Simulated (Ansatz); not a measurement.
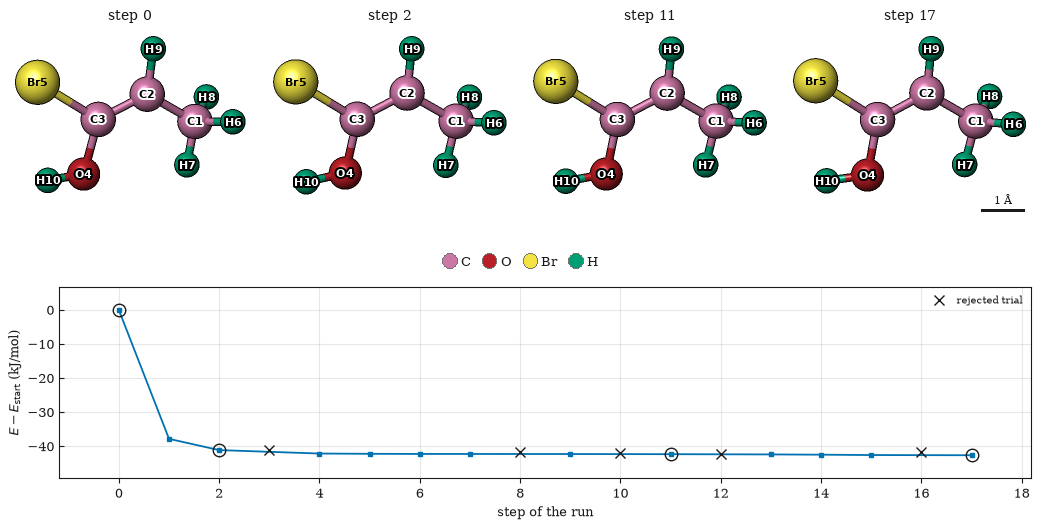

Frames of a relaxation of C₃H₅BrO (coarse preliminary run), marked on the history of the run. The picture is a ball-and-stick view, seen at a tilt.

The start comes from a force field.

Theory: RKS PBE-D4/def2-SVP (Ansatz).

Input
```yaml
crystal:
  periodic: [false, false, false]
  atoms:
    - {symbol: C, position_ang: [-1.171800, -0.816700, 0.100500]}
    - {symbol: C, position_ang: [-0.268700, 0.281700, 0.540200]}
    - {symbol: C, position_ang: [0.864200, 0.583100, -0.066700]}
    - {symbol: O, position_ang: [1.389500, -0.083100, -1.176500]}
    - {symbol: Br, position_ang: [2.025500, 1.914000, 0.571800]}
    - {symbol: H, position_ang: [-2.191000, -0.304200, -0.139700]}
    - {symbol: H, position_ang: [-0.851100, -1.301500, -0.799800]}
    - {symbol: H, position_ang: [-1.325000, -1.490000, 0.879800]}
    - {symbol: H, position_ang: [-0.562900, 0.855600, 1.468700]}
    - {symbol: H, position_ang: [2.174500, 0.309700, -1.375300]}
basis:
  gaussian: {orbitals: def2-SVP}
hamiltonian: {xc: pbe, dispersion: d4}
relax: {f_tol: 0.03, max_steps: 200}
```

Run as
```bash
ansatz run in.yaml --threads 4 --pin off --events-out ev --progress --plain --max-ram 10444MiB
```

**What happens along the run?**

After 12 accepted moves (17 points after the start) the energy has fallen by 42.6 kJ/mol. The largest force component goes from 4.9 to 0.027 eV/Å. The line search rejected the trial steps at points 3, 8, 10, 12, 16 of the run. The forces were under the threshold at step 6, but the run went on from there. The largest move after the best rigid fit is that of O4, 0.20 Å. Largest moves by element: O 0.20 Å, H 0.15 Å, Br 0.07 Å, C 0.04 Å. Among the contacts that change: O4–H10 0.900 → 0.976 Å, C1–H8 1.041 → 1.111 Å, C1–H6 1.166 → 1.112 Å, C3–Br5 1.878 → 1.926 Å. Among the angles between lasting bonds that change: C2–C1–H6 105.5° → 111.3°, H7–C1–H8 112.4° → 108.3°, O4–C3–Br5 112.1° → 114.3°. Groups turn about C3–O4 by about 25°. From step 0 to 2: H8 moves most (0.08 Å), energy −41.1 kJ/mol. From step 2 to 11: O4 moves most (0.09 Å), energy −1.19 kJ/mol. From step 11 to 17: O4 moves most (0.11 Å), energy −0.31 kJ/mol.
